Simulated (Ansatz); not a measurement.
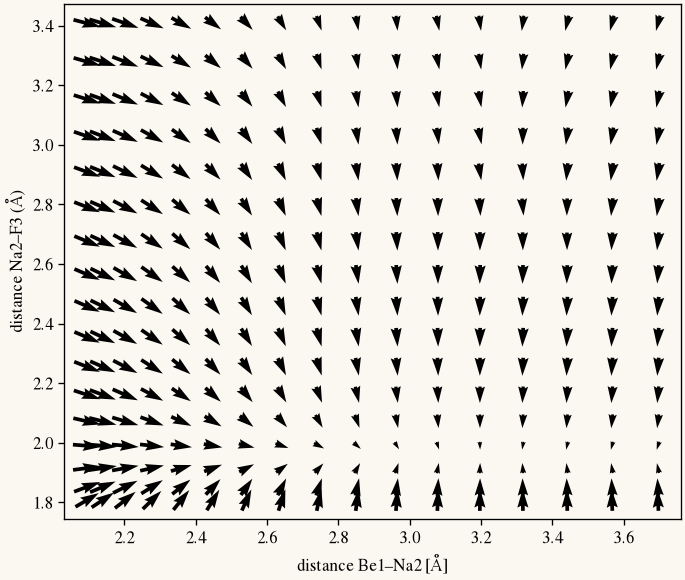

The system Be + NaF. 
- The first coordinate is: distance Be1–Na2; the second: distance Na2–F3.
- Nothing is relaxed (the angle Be1–Na2–F3 is fixed at 180 degrees).
- The scan uses a 17 × 17 grid.
- Points are written as (first, second).
- The reference is spin-restricted, so regions where a bond is pulled apart into radicals lie too high.
- These are results of Ansatz, RKS PBE-D4/def2-TZVPD, not measurements.

Drawn: arrows along the force (downhill), their lengths compressed.

> The arrows alone are given. Where is the energy lowest?

The arrows converge at about (3.218 Å, 1.959 Å) (read from the interpolated surface).

The energy map of the same scan:

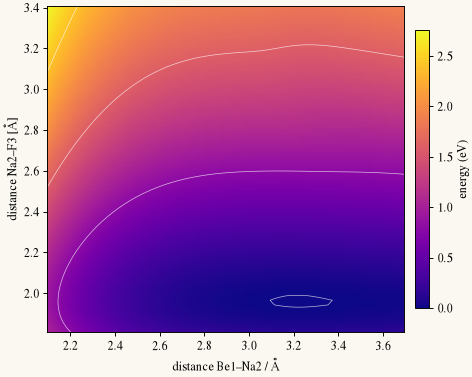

Energies are in eV, from the lowest grid point; between grid points the surface is interpolated.
